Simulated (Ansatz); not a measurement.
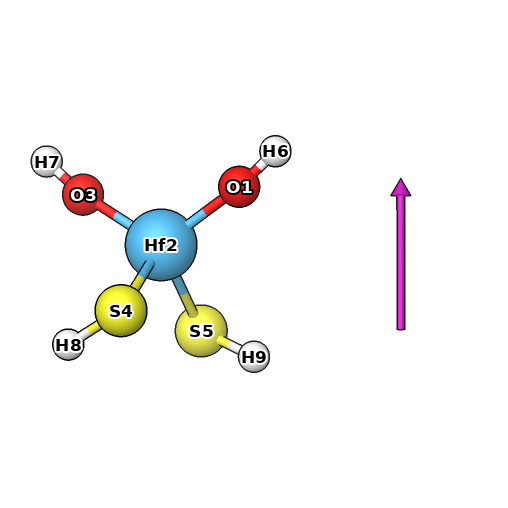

The arrow beside the molecule shows the direction of the dipole moment, from the negative to the positive end (its length means nothing). Charge 0, singlet. The computed structure is the end point of a PBE0-D4/def2-TZVP optimisation. Properties computed with RKS PBE0-D4/def2-TZVP, core potentials on Hf (Ansatz 0.2.0).

How large is the dipole moment?

3.17 D; it points from the side of H8, H9 to the side of H6, H7 (the outermost atoms at the two ends).
